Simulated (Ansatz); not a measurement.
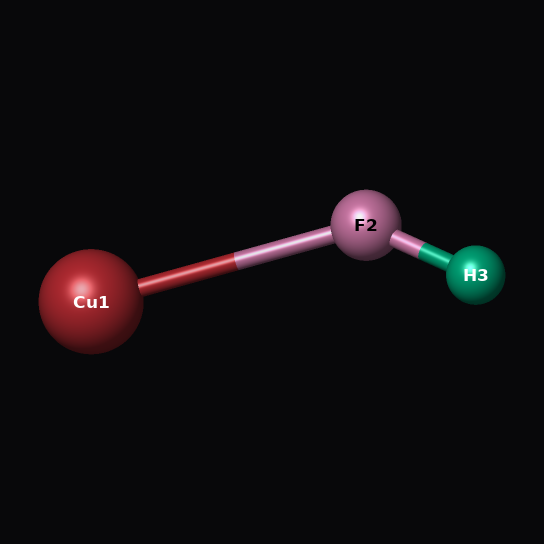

The atoms are numbered. The species has charge +1 and is a spin singlet. The computed structure is the end point of a PBE0-D4/def2-TZVP optimisation. Other spin states may lie lower.

Estimate the angles Cu1–F2–H3.

```
    angle  degrees
Cu1–F2–H3    139.2
```
